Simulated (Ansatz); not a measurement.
Consider C4H8BP (SMILES CC#CB(C)P).

The calculation's input:

```
crystal:
  periodic: [false, false, false]
  atoms:
    - symbol: C
      position_ang: [0.502762, -2.089270, -1.727921]
    - symbol: C
      position_ang: [-0.004583, -1.465111, -0.514670]
    - symbol: C
      position_ang: [-0.426056, -0.937894, 0.505578]
    - symbol: C
      position_ang: [-1.405194, -1.122997, 3.011590]
    - symbol: B
      position_ang: [-0.958536, -0.271734, 1.760449]
    - symbol: P
      position_ang: [-0.925615, 1.644118, 1.854313]
    - symbol: H
      position_ang: [0.267262, -3.165713, -1.764645]
    - symbol: H
      position_ang: [1.599670, -1.984768, -1.782730]
    - symbol: H
      position_ang: [0.082501, -1.613841, -2.629940]
    - symbol: H
      position_ang: [-1.602460, -0.539102, 3.923272]
    - symbol: H
      position_ang: [-0.674687, -1.917055, 3.243170]
    - symbol: H
      position_ang: [-2.341426, -1.649541, 2.743115]
    - symbol: H
      position_ang: [-1.351032, 2.003972, 0.545452]
    - symbol: H
      position_ang: [-2.153609, 1.887003, 2.534046]
basis:
  gaussian:
    orbitals: def2-SVPD
hamiltonian:
  xc: {name: PBE0}
output:
  forces: true
  orbitals: {seedname: orbitals}
```

Run with:

```sh
ansatz run input.yaml --threads 2 --pin off --max-ram 4350MiB --events-out events.jsonl --progress --plain --runs-dir runs
```

Geometry: B3LYP/def2-SVP.

All numbers below come from isolated molecule in a Gaussian basis; Kohn-Sham density functional theory, functional PBE0 (Ansatz).

Question: What will maps of the electron density and electron localisation function show?

Answer: C–C (1.22 Å): the density is about 2.6 e/Å³ at the midpoint; the ELF peaks at about 0.85 between the atoms; a short, multiple covalent bond.
C–B (1.52 Å): ρ is about 1.5 e/Å³ halfway; the ELF peaks at about 0.95 between the atoms: localised, covalent bonding.
B–P (1.92 Å): the density is about 0.98 e/Å³ at the midpoint; the ELF peaks at about 1 between the atoms, as expected for localised, covalent bonding.
C–H (1.10 Å): ρ at the midpoint is about 1.9 e/Å³; the ELF climbs to about 1 towards the hydrogen, as it does in any bond to H: a covalent bond by its length.

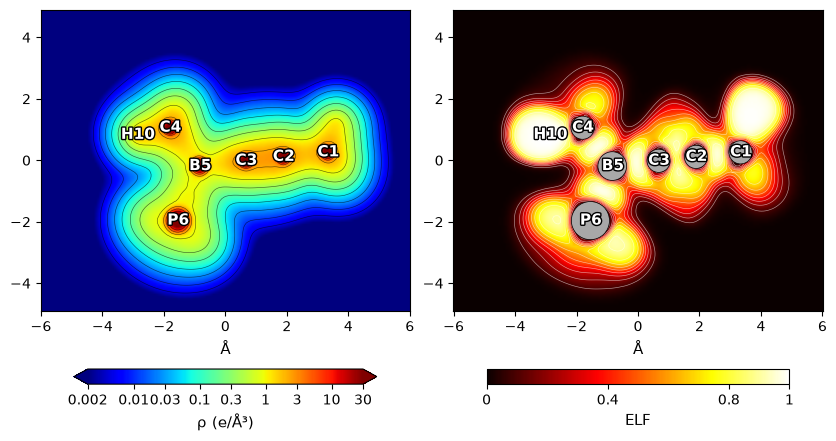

Computed electron density and electron localisation function on the plane of atoms C3, B5 and C4, in this order. Grey discs cover the atomic cores in the ELF map. 
